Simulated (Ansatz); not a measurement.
# B$_{7}$H$_{6}$Br (charge −2): geometry relaxation

B$_{7}$H$_{6}$Br, charge −2, computed with RKS r2SCAN-D4/def2-SVPD (Ansatz 0.2.0).

The geometry: GFN2-xTB start.

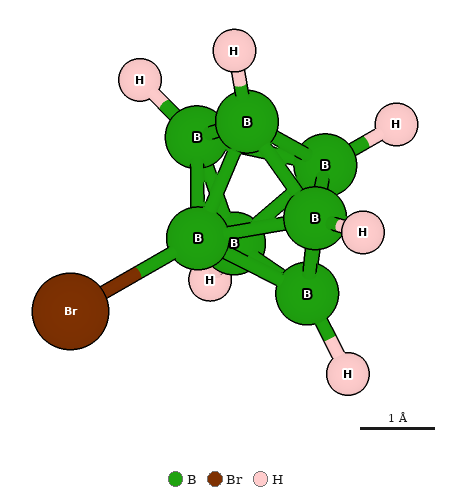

**Figure 1.** The starting structure (ball-and-stick view, seen at a tilt).

Input file
```yaml
crystal:
  periodic: [false, false, false]
  atoms:
    - {symbol: B, position_ang: [-0.714100, -1.186760, 0.214970]}
    - {symbol: B, position_ang: [-0.877820, 0.207510, 1.073020]}
    - {symbol: B, position_ang: [-0.670230, 0.338590, -0.678230]}
    - {symbol: B, position_ang: [1.083240, 0.554600, -0.694640]}
    - {symbol: B, position_ang: [0.232670, 1.284150, 0.511240]}
    - {symbol: B, position_ang: [0.799040, -0.402270, 0.805290]}
    - {symbol: B, position_ang: [0.497930, -0.972950, -0.877550]}
    - {symbol: Br, position_ang: [-2.139850, 1.079750, -2.163100]}
    - {symbol: H, position_ang: [-1.392670, -2.208730, 0.353140]}
    - {symbol: H, position_ang: [-1.701600, 0.415530, 1.968790]}
    - {symbol: H, position_ang: [1.988720, 1.069790, -1.357160]}
    - {symbol: H, position_ang: [0.387860, 2.441830, 0.911590]}
    - {symbol: H, position_ang: [1.618840, -0.816220, 1.634750]}
    - {symbol: H, position_ang: [0.887980, -1.804830, -1.702110]}
basis:
  gaussian: {orbitals: def2-SVPD}
total_charge: -2
hamiltonian: {xc: r2scan, dispersion: d4}
scf: {lower_state_search: "off"}
output: {orbitals: {seedname: orbitals}}
relax: {f_tol: 0.02, max_steps: 100}
```

Machine: 4 threads of Arm Neoverse V1, 23 GiB of memory available, shared host.

Command:
```bash
ansatz run in.yaml --threads 4 --pin off --events-out ev --progress --plain --max-ram 4787MiB
```

The program's output
```
Functional definition: r2SCAN
  name "r2SCAN"
  cite "Furness, Kaplan, Ning, Perdew & Sun, J. Phys. Chem. Lett. 11, 8208 (2020) doi:10.1021/acs.jpclett.0c02405"
  cite "Furness, Kaplan, Ning, Perdew & Sun, J. Phys. Chem. Lett. 11, 9248 (2020) doi:10.1021/acs.jpclett.0c03077"
  parent r2scan
  parameter k0 = 0.174
  parameter k1 = 0.065
  parameter a1 = 4.9479
  exchange = r2scan_x(k0 = k0, k1 = k1, a1 = a1)
  correlation = r2scan_c
these checks for a lower state are left out or cut short: stability, starts, cluster_reference, orbital_swaps, neighbouring_geometries, increment
1936 factors; their error is unknown
mean field evaluation 1: about -74860.1585 eV, gradient 4.1e1 eV
mean field evaluation 2: about -74815.1406 eV, gradient 1.0e2 eV
mean field evaluation 4: about -74865.2781 eV, gradient 6.7e0 eV
mean field evaluation 8: about -74865.4466 eV, gradient 1.3e-1 eV
mean field evaluation 16: about -74865.3994 eV, gradient 4.5e-4 eV
mean field -74865.39940938 eV, -2751.2526827045 hartree, gradient 2.0e-6 eV, S^2 0.000000; 0 other end points of the search recorded, 0 dependent functions left out
the calculation of the forces begins
reference -74865.39943286 eV, -2751.2526835672 hartree; 39, 39 occupied and 190, 190 virtual orbitals, 1936 factors
relax step   1: F+E_penalty+E_count = -74865.53319959 eV  Δ(F+E_penalty+E_count) = +0.000e0 eV  max|allowed force component| = 1.094e0 eV/Å  Δτ_max = 0.0000 Å  (20 SCF iters, accepted)
these checks for a lower state are left out or cut short: stability, starts, cluster_reference, orbital_swaps, neighbouring_geometries, increment
1936 factors; their error is unknown
mean field -74865.47377154 eV, -2751.2554154635 hartree, gradient 3.2e-6 eV, S^2 0.000000; 0 other end points of the search recorded, 0 dependent functions left out
the calculation of the forces begins
reference -74865.47379516 eV, -2751.2554163312 hartree; 39, 39 occupied and 190, 190 virtual orbitals, 1936 factors
relax step   2: F+E_penalty+E_count = -74865.60813701 eV  Δ(F+E_penalty+E_count) = -7.494e-2 eV  max|allowed force component| = 4.311e-1 eV/Å  Δτ_max = 0.0691 Å  (19 SCF iters, accepted)
these checks for a lower state are left out or cut short: stability, starts, cluster_reference, orbital_swaps, neighbouring_geometries, increment
1936 factors; their error is unknown
mean field evaluation 32: about -74865.5220 eV, gradient 9.0e0 eV
mean field -74865.48926813 eV, -2751.2559849526 hartree, gradient 1.4e-6 eV, S^2 0.000000; 0 other end points of the search recorded, 0 dependent functions left out
the calculation of the forces begins
reference -74865.48929187 eV, -2751.2559858251 hartree; 39, 39 occupied and 190, 190 virtual orbitals, 1936 factors
relax step   3: F+E_penalty+E_count = -74865.62363173 eV  Δ(F+E_penalty+E_count) = -1.549e-2 eV  max|allowed force component| = 1.447e-1 eV/Å  Δτ_max = 0.0136 Å  (19 SCF iters, accepted)
these checks for a lower state are left out or cut short: stability, starts, cluster_reference, orbital_swaps, neighbouring_geometries, increment
1936 factors; their error is unknown
mean field -74865.49056656 eV, -2751.2560326688 hartree, gradient 1.3e-6 eV, S^2 0.000000; 0 other end points of the search recorded, 0 dependent functions left out
the calculation of the forces begins
reference -74865.49059031 eV, -2751.2560335416 hartree; 39, 39 occupied and 190, 190 virtual orbitals, 1936 factors
relax step   4: F+E_penalty+E_count = -74865.62488142 eV  Δ(F+E_penalty+E_count) = -1.250e-3 eV  max|allowed force component| = 2.938e-2 eV/Å  Δτ_max = 0.0067 Å  (21 SCF iters, accepted)
these checks for a lower state are left out or cut short: stability, starts, cluster_reference, orbital_swaps, neighbouring_geometries, increment
1936 factors; their error is unknown
mean field -74865.49063173 eV, -2751.2560350638 hartree, gradient 1.3e-6 eV, S^2 0.000000; 0 other end points of the search recorded, 0 dependent functions left out
the calculation of the forces begins
reference -74865.49065548 eV, -2751.2560359366 hartree; 39, 39 occupied and 190, 190 virtual orbitals, 1936 factors
relax step   5: F+E_penalty+E_count = -74865.62495692 eV  Δ(F+E_penalty+E_count) = -7.551e-5 eV  max|allowed force component| = 3.544e-3 eV/Å  Δτ_max = 0.0016 Å  (22 SCF iters, accepted)
```

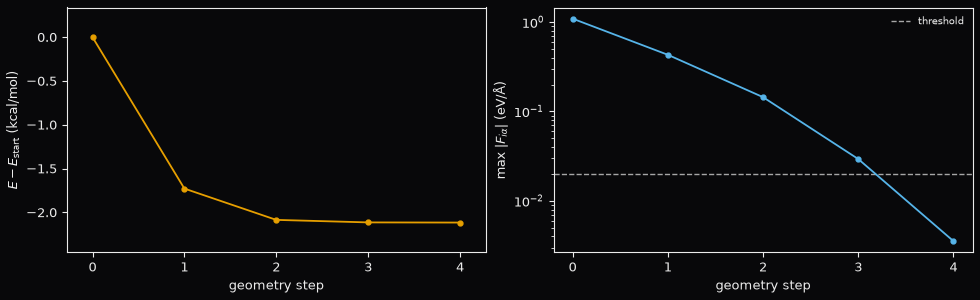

**Figure 2.** Progress of the relaxation, step by step (the first geometry is step 0 here and step 1 in the log).

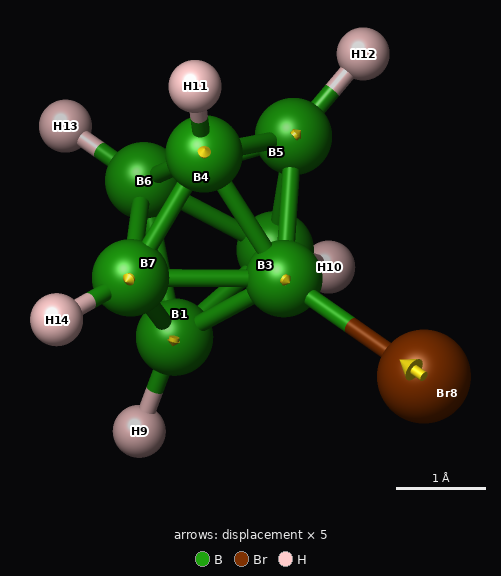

**Figure 3.** The starting structure with the displacements as yellow arrows, magnified 5 times (ball-and-stick view, seen at a tilt). The two geometries are laid on each other by the best rigid fit. Br8 moves most after the best rigid fit: 0.078 Å. Largest moves by element: Br 0.078 Å, B 0.023 Å, H 0.014 Å. Distances before and after: B3–Br8 2.217 → 2.119 Å, B1–B2 1.645 → 1.672 Å, B1–B3 1.768 → 1.794 Å, B1–B6 1.804 → 1.823 Å. Over 4 geometry steps the energy falls by 2.12 kcal/mol. The largest force component goes from 1.1 to 0.0035 eV/Å. (Atoms are counted from 1 in the order of the input.)

```
Total energy: -74865.62498067 eV, -2751.2609722966 hartree
Atom 0 at    -0.728718    -1.203811     0.213960 Å, force     0.001441    -0.000069     0.000608 eV/Å
Atom 1 at    -0.895355     0.212671     1.085834 Å, force     0.001330    -0.000382     0.000591 eV/Å
Atom 2 at    -0.683874     0.344863    -0.691017 Å, force    -0.003544     0.001768    -0.003384 eV/Å
Atom 3 at     1.096667     0.565709    -0.709461 Å, force    -0.000221    -0.000935     0.001528 eV/Å
Atom 4 at     0.232774     1.306295     0.515139 Å, force     0.001069    -0.001367     0.000196 eV/Å
Atom 5 at     0.797337    -0.402100     0.805609 Å, force    -0.002003     0.000823    -0.001561 eV/Å
Atom 6 at     0.502430    -0.985650    -0.895602 Å, force     0.000626     0.000526     0.001535 eV/Å
Atom 7 at    -2.088924     1.053495    -2.110541 Å, force     0.002477    -0.001149     0.002235 eV/Å
Atom 8 at    -1.399059    -2.213181     0.351467 Å, force     0.000625     0.001424    -0.000355 eV/Å
Atom 9 at    -1.708616     0.417983     1.971024 Å, force     0.000848    -0.000178    -0.001347 eV/Å
Atom 10 at     1.991591     1.073757    -1.363739 Å, force    -0.001213    -0.000521     0.000495 eV/Å
Atom 11 at     0.386939     2.449396     0.910934 Å, force    -0.000458    -0.001320    -0.000658 eV/Å
Atom 12 at     1.609059    -0.811494     1.625900 Å, force    -0.000358     0.000273    -0.000618 eV/Å
Atom 13 at     0.887758    -1.807945    -1.709506 Å, force    -0.000618     0.001107     0.000735 eV/Å
Dipole moment:    -1.165873     0.587974    -1.177944 e Å
Checks for a lower state left out: stability, starts, cluster_reference, orbital_swaps, neighbouring_geometries, increment
```

Trajectory as extended XYZ (Å, eV, eV/Å), 5 frames, from step=1 to step=5
```
14
Properties=species:S:1:pos:R:3:forces:R:3 step=1 energy=-74865.53320
B    -0.7141   -1.1868    0.2150   -0.6273  -0.9810   0.1385
B    -0.8778    0.2075    1.0730   -0.7664   0.1925   0.8629
B    -0.6702    0.3386   -0.6782   -0.5072   0.2451  -0.4956
B     1.0832    0.5546   -0.6946    0.8790   0.4916  -0.6207
B     0.2327    1.2841    0.5112    0.1649   1.0944   0.3894
B     0.7990   -0.4023    0.8053    0.2606  -0.1414   0.2925
B     0.4979   -0.9729   -0.8776    0.3873  -0.7896  -0.7760
Br   -2.1399    1.0797   -2.1631    0.3678  -0.1850   0.3708
H    -1.3927   -2.2087    0.3531    0.1647   0.2430  -0.0278
H    -1.7016    0.4155    1.9688    0.2023  -0.0513  -0.2117
H     1.9887    1.0698   -1.3572   -0.2148  -0.1280   0.1627
H     0.3879    2.4418    0.9116   -0.0318  -0.2835  -0.0949
H     1.6188   -0.8162    1.6347   -0.1880   0.0960  -0.1924
H     0.8880   -1.8048   -1.7021   -0.0910   0.1973   0.2023
14
Properties=species:S:1:pos:R:3:forces:R:3 step=2 energy=-74865.60814
B    -0.7251   -1.1977    0.2135   -0.2062  -0.3663   0.0692
B    -0.8907    0.2114    1.0807   -0.2568   0.0603   0.3326
B    -0.6691    0.3377   -0.6766   -0.4311   0.2112  -0.4256
B     1.0910    0.5625   -0.7056    0.3402   0.1694  -0.2061
B     0.2315    1.2994    0.5129    0.0813   0.3878   0.1608
B     0.7905   -0.3982    0.7974    0.2701  -0.1427   0.2916
B     0.4997   -0.9810   -0.8905    0.1616  -0.2968  -0.2634
Br   -2.0939    1.0567   -2.1169    0.0795  -0.0402   0.0806
H    -1.3969   -2.2118    0.3520    0.0581   0.0922  -0.0133
H    -1.7063    0.4171    1.9704    0.0721  -0.0176  -0.0817
H     1.9903    1.0724   -1.3615   -0.0826  -0.0459   0.0570
H     0.3872    2.4468    0.9110   -0.0153  -0.1033  -0.0378
H     1.6041   -0.8087    1.6200   -0.0339   0.0176  -0.0355
H     0.8877   -1.8067   -1.7070   -0.0371   0.0742   0.0718
14
Properties=species:S:1:pos:R:3:forces:R:3 step=3 energy=-74865.62363
B    -0.7291   -1.2031    0.2135    0.0107  -0.0186   0.0165
B    -0.8956    0.2128    1.0850    0.0091  -0.0056   0.0246
B    -0.6783    0.3422   -0.6855   -0.1447   0.0705  -0.1420
B     1.0955    0.5657   -0.7096    0.0267  -0.0019   0.0085
B     0.2320    1.3060    0.5145    0.0193   0.0042   0.0194
B     0.7949   -0.4007    0.8026    0.0622  -0.0345   0.0711
B     0.5015   -0.9850   -0.8956    0.0213  -0.0167   0.0061
Br   -2.0874    1.0531   -2.1099    0.0049  -0.0026   0.0054
H    -1.3975   -2.2117    0.3515   -0.0173  -0.0204   0.0008
H    -1.7069    0.4175    1.9700   -0.0202   0.0056   0.0168
H     1.9900    1.0727   -1.3622    0.0174   0.0125  -0.0172
H     0.3871    2.4471    0.9104    0.0005   0.0267   0.0067
H     1.6065   -0.8100    1.6230    0.0044  -0.0020   0.0038
H     0.8874   -1.8065   -1.7077    0.0056  -0.0172  -0.0204
14
Properties=species:S:1:pos:R:3:forces:R:3 step=4 energy=-74865.62488
B    -0.7291   -1.2040    0.2139    0.0172   0.0142   0.0025
B    -0.8958    0.2128    1.0860    0.0195  -0.0059  -0.0098
B    -0.6828    0.3444   -0.6900   -0.0294   0.0139  -0.0279
B     1.0966    0.5659   -0.7097   -0.0091  -0.0109   0.0159
B     0.2326    1.3066    0.5152    0.0037  -0.0215  -0.0019
B     0.7973   -0.4020    0.8054   -0.0045   0.0009  -0.0010
B     0.5023   -0.9858   -0.8959   -0.0005   0.0111   0.0184
Br   -2.0891    1.0538   -2.1113    0.0074  -0.0038   0.0077
H    -1.3987   -2.2130    0.3515   -0.0074  -0.0088   0.0005
H    -1.7082    0.4179    1.9710   -0.0087   0.0023   0.0073
H     1.9913    1.0735   -1.3634    0.0075   0.0054  -0.0073
H     0.3871    2.4490    0.9109    0.0001   0.0113   0.0030
H     1.6089   -0.8113    1.6256    0.0015  -0.0006   0.0011
H     0.8877   -1.8077   -1.7091    0.0025  -0.0074  -0.0086
14
Properties=species:S:1:pos:R:3:forces:R:3 step=5 energy=-74865.62496
B    -0.7287   -1.2038    0.2140    0.0014  -0.0001   0.0006
B    -0.8954    0.2127    1.0858    0.0013  -0.0004   0.0006
B    -0.6839    0.3449   -0.6910   -0.0035   0.0018  -0.0034
B     1.0967    0.5657   -0.7095   -0.0002  -0.0009   0.0015
B     0.2328    1.3063    0.5151    0.0011  -0.0014   0.0002
B     0.7973   -0.4021    0.8056   -0.0020   0.0008  -0.0016
B     0.5024   -0.9857   -0.8956    0.0006   0.0005   0.0015
Br   -2.0889    1.0535   -2.1105    0.0025  -0.0011   0.0022
H    -1.3991   -2.2132    0.3515    0.0006   0.0014  -0.0004
H    -1.7086    0.4180    1.9710    0.0008  -0.0002  -0.0013
H     1.9916    1.0738   -1.3637   -0.0012  -0.0005   0.0005
H     0.3869    2.4494    0.9109   -0.0005  -0.0013  -0.0007
H     1.6091   -0.8115    1.6259   -0.0004   0.0003  -0.0006
H     0.8878   -1.8079   -1.7095   -0.0006   0.0011   0.0007
```

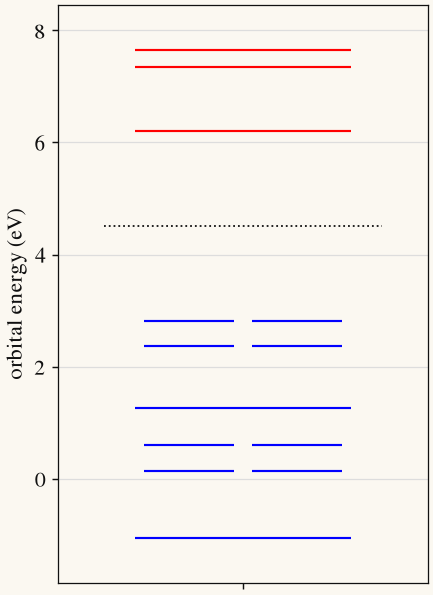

**Figure 4.** Orbital energies near the frontier; the dotted line parts filled from empty levels, and levels within 0.02 eV of each other stand side by side. Highest filled 2.81 eV, lowest empty 6.21 eV, 3.40 eV apart.

Results in brief

- outcome: converged
- total energy: −74865.6250 eV
- mean-field energy: −74865.4907 eV
- dispersion energy: −0.1343 eV
- HOMO: 2.81 eV
- LUMO: 6.21 eV
- largest force (length of the vector) at the end: 0.005 eV/Å
- wall time: 31 s (CPU time 1.9 min)
- peak memory: 0.41 GiB

Remarks

The highest filled orbital lies above zero: either the extra electron isn't bound at this level, or the self-interaction error of the functional lifts the level.
